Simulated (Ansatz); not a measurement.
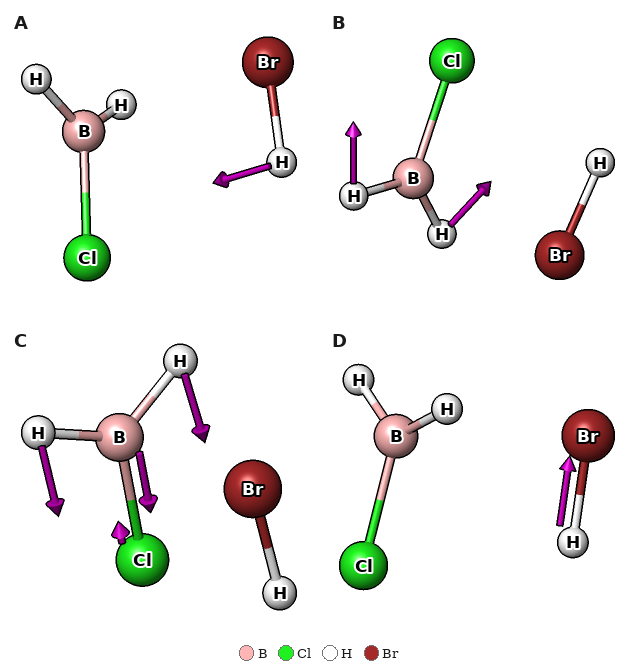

4 normal modes of one molecule or complex, as arrows. Harmonic vibrations computed with RKS PBE0-D4/def2-TZVP (Ansatz 0.2.0) at a stationary point of the same level. It is a saddle point of order 1.

> Match the panels to the wavenumbers 214 cm⁻¹, 811 cm⁻¹, 1208 cm⁻¹, 2661 cm⁻¹.

A: 214 cm⁻¹
B: 1208 cm⁻¹, angle bending
C: 811 cm⁻¹, B–Cl stretching
D: 2661 cm⁻¹, Br–H stretching
